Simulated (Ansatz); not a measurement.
**The cluster Si₆N₈: reading failed and doubtful runs**

2 inputs were typed for the cluster Si₆N₈. Each is run as it stands; the log then has to tell whether the result can be used.

The runs use Ansatz 0.2.0, Gaussian basis; the settings change from run to run.

5 further runs of the same task are left out: 3 that didn't finish, 2 set aside as unsound or not needed. Runs told in other sessions of the task aren't counted.

### 1 The relaxed structure

The structure was relaxed beforehand with r2SCAN-D4/def2-SVP.

14 atoms, charge 0, spin multiplicity 1.

Atoms are counted from 1 here; the program's logs count them from 0.

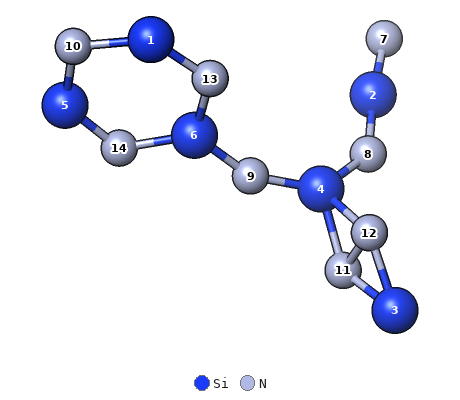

The structure; silicon blue, nitrogen light blue; atoms are numbered from 1 in the order of the file.

### 2 Attempt 1

File in.yaml:

```yaml
crystal:
  periodic: [false, false, false]
  atoms:
    - {symbol: Si, position_ang: [1.133087, -0.938060, 3.701427]}
    - {symbol: Si, position_ang: [-0.150580, 3.371888, -1.646815]}
    - {symbol: Si, position_ang: [0.923668, -1.472013, -4.328064]}
    - {symbol: Si, position_ang: [0.048394, 0.275077, -1.724637]}
    - {symbol: Si, position_ang: [-1.444862, -1.776070, 3.699760]}
    - {symbol: Si, position_ang: [-0.301728, -0.815335, 1.233290]}
    - {symbol: N, position_ang: [-0.368199, 4.906743, -1.248735]}
    - {symbol: N, position_ang: [0.107912, 1.857905, -2.185242]}
    - {symbol: N, position_ang: [-0.394945, -0.463943, -0.363725]}
    - {symbol: N, position_ang: [-0.084994, -1.566511, 4.702365]}
    - {symbol: N, position_ang: [-0.230517, -0.704646, -3.230110]}
    - {symbol: N, position_ang: [1.213391, -0.643489, -2.800428]}
    - {symbol: N, position_ang: [1.133175, -0.567327, 2.094617]}
    - {symbol: N, position_ang: [-1.583801, -1.464208, 2.096277]}
basis:
  gaussian: {orbitals: def2-TZVPP}
total_charge: -1
magnetization: {spin_polarized: true, initial_magnetization: 1}
hamiltonian: {xc: {name: wB97X}}
scf: {omitted_lower_state_checks: [starts]}
output: {forces: true}
```

On the command line:

```
$ ansatz run in.yaml --threads 4 --pin off --events-out ev --progress --plain --max-ram 6963MiB
```

The program printed:

```text
Functional definition: wB97X
  name "wB97X"
  cite "Chai & Head-Gordon, J. Chem. Phys. 128, 084106 (2008) doi:10.1063/1.2834918"
  cite "Becke, J. Chem. Phys. 107, 8554 (1997) doi:10.1063/1.475007"
  parameter omega = 0.3/bohr
  parameter cx = 0.157706
  parameter cx1 = 0.726479
  parameter cx2 = 1.04760
  parameter cx3 = -5.70635
  parameter cx4 = 13.2794
  parameter css1 = -4.33879
  parameter css2 = 18.2308
  parameter css3 = -31.7430
  parameter css4 = 17.2901
  parameter cos1 = 2.37031
  parameter cos2 = -11.3995
  parameter cos3 = 6.58405
  parameter cos4 = -3.78132
  # The coefficients of nought are those of the uniform gas.
  exchange = spin_sum(e_x_unif_sr(omega)*poly(b97_u_x, 1 - cx, cx1, cx2, cx3, cx4)) + cx*exact_x_sr(omega)
      + exact_x_lr(omega)
  correlation = spin_sum(e_c_pw_same_spin*poly(b97_u_same, 1, css1, css2, css3, css4))
      + integral(e_c_pw_opposite_spin*poly(b97_u_opposite, 1, cos1, cos2, cos3, cos4))
these checks for a lower state are left out or cut short: starts
2986 factors; their error is unknown
550 factors; integrals over basis functions are off by at most 6.7e-5 eV
the host lacks memory for fits, so the integrals are decomposed
3078 factors; integrals over basis functions are off by at most 1.2e-3 eV
550 factors; integrals over basis functions are off by at most 6.7e-5 eV
Error: with its mean field the run needs 10.95 GiB of memory, and 6.79 GiB are given
refused for memory
```

It took 11 s on 4 threads of Arm Neoverse V2, shared host; peak memory 1.9 GiB.

**Diagnosis.** The program refused the input before any cycle. Its message: «with its mean field the run needs 10.95 GiB of memory, and 6.79 GiB are given» The memory limit is under what the program plans for this job. It asks for 10.95 GiB, and 6.79 GiB are there. What to do: raise the memory limit. The input also asks for charge -1 and multiplicity 2, not those of the species named; set them back first.

### 3 Attempt 2

File in.yaml:

```yaml
crystal:
  periodic: [false, false, false]
  atoms:
    - {symbol: Si, position_ang: [2.141225, -1.772678, 6.994686]}
    - {symbol: Si, position_ang: [-0.284555, 6.371947, -3.112030]}
    - {symbol: Si, position_ang: [1.745480, -2.781703, -8.178858]}
    - {symbol: Si, position_ang: [0.091452, 0.519820, -3.259092]}
    - {symbol: Si, position_ang: [-2.730395, -3.356287, 6.991535]}
    - {symbol: Si, position_ang: [-0.570184, -1.540761, 2.330582]}
    - {symbol: N, position_ang: [-0.695796, 9.272405, -2.359769]}
    - {symbol: N, position_ang: [0.203924, 3.510932, -4.129511]}
    - {symbol: N, position_ang: [-0.746339, -0.876725, -0.687341]}
    - {symbol: N, position_ang: [-0.160616, -2.960278, 8.886186]}
    - {symbol: N, position_ang: [-0.435614, -1.331589, -6.104026]}
    - {symbol: N, position_ang: [2.292978, -1.216018, -5.292044]}
    - {symbol: N, position_ang: [2.141391, -1.072094, 3.958253]}
    - {symbol: N, position_ang: [-2.992951, -2.766953, 3.961391]}
basis:
  gaussian: {orbitals: cc-pVTZ}
hamiltonian: {xc: {name: PBEsol}, dispersion: d3bj}
scf: {lower_state_search: full}
```

The command is unchanged.

The program printed:

```text
Functional definition: PBEsol
  name "PBEsol"
  cite "Perdew et al., Phys. Rev. Lett. 100, 136406 (2008) doi:10.1103/PhysRevLett.100.136406"
  cite "Perdew, Burke & Ernzerhof, Phys. Rev. Lett. 77, 3865 (1996) doi:10.1103/PhysRevLett.77.3865"
  parent pbesol
  exchange = pbesol_x
  correlation = pbesol_c
3050 factors; their error is unknown
mean field evaluation 1: about -58792.0022 eV, gradient 2.2e2 eV
mean field evaluation 2: about -55821.4284 eV, gradient 4.9e2 eV
mean field evaluation 4: about -57256.9326 eV, gradient 3.2e2 eV
mean field evaluation 8: about -58932.8276 eV, gradient 5.3e1 eV
mean field evaluation 16: about -58953.1855 eV, gradient 2.0e1 eV
mean field evaluation 32: about -58954.4478 eV, gradient 2.9e0 eV
mean field evaluation 64: about -58949.5556 eV, gradient 4.0e1 eV
mean field evaluation 96: about -58952.2037 eV, gradient 2.7e1 eV
mean field evaluation 128: about -58954.4865 eV, gradient 2.7e-1 eV
mean field evaluation 160: about -58953.4286 eV, gradient 1.7e1 eV
mean field evaluation 192: about -58953.6062 eV, gradient 1.5e1 eV
mean field evaluation 224: about -58954.4765 eV, gradient 4.0e-2 eV
Error: SIGTERM received: run cancelled behind 232 evaluations of the mean field
```

Run time: 2 min. Hardware: 4 threads of Arm Neoverse V2, shared host.

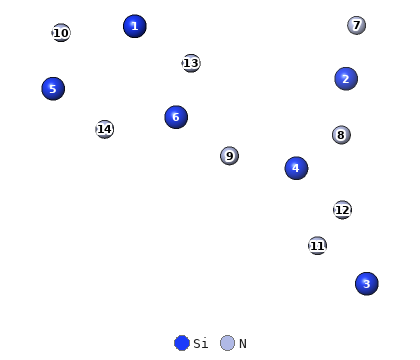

The geometry of this input.

What is wrong: The run hit its time limit. The coordinates are in bohr but typed as ångström. The shortest distance is 2.85 Å (N11–N12), against 1.51 Å in the relaxed molecule. To mend it, take the coordinates from the file in ångström.

### 4 Summary

| attempt | level | ended | cause | time |
| --- | --- | --- | --- | --- |
| 1 | wB97X/def2-TZVPP | refused | the memory limit is under what the program plans for this job | 11 s |
| 2 | PBEsol/cc-pVTZ | timeout | the coordinates are in bohr but typed as ångström | 2 min |

**Reading.** 1 refused, 1 timeout.
